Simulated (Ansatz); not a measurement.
## Si2NH7 (SMILES [SiH3]N[SiH3]): methods side by side

The species is Si2NH7 (10 atoms), meant as a singlet with charge 0. As SMILES, `[SiH3]N[SiH3]`. The shape was relaxed beforehand at r2SCAN/def2-SVP.

Each level gives the adiabatic electron affinity (to the doublet anion, shapes relaxed at r2SCAN/def2-SVP, no zero-point term) (eV). The values are calculated.

The electron affinity is E(neutral) − E(anion): positive where the electron is bound.

| level | kind | program | value (eV) |
| --- | --- | --- | --- |
| HF/def2-TZVP | Hartree–Fock | Ansatz | -2.23 |
| SVWN5/def2-TZVP | LDA | Ansatz | -1.00 |
| PBE/def2-TZVP | GGA | Ansatz | -1.02 |
| r2SCAN/def2-TZVP | meta-GGA | Ansatz | -1.12 |
| PBE0-D4/def2-TZVP | global hybrid | Ansatz | -1.18 |
| wB97M-V/def2-TZVP | range-separated hybrid | Ansatz | -1.42 |
| MP2/def2-TZVP | perturbation theory | Ansatz | -1.61 |

The values span -2.23 to -1.00 eV. Negative values mean that the anion is unbound at that level; they are set by how diffuse the basis is and aren't properties of the molecule, whose anion may well be bound.

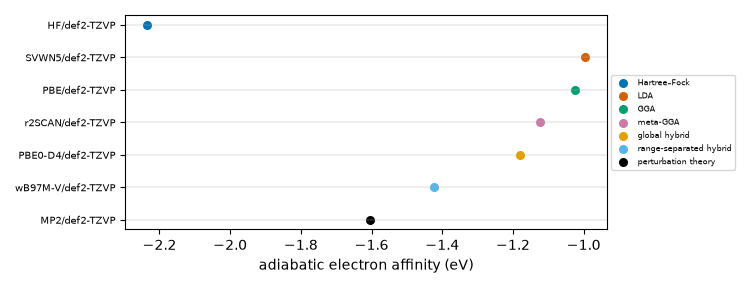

The values of the table, level by level.
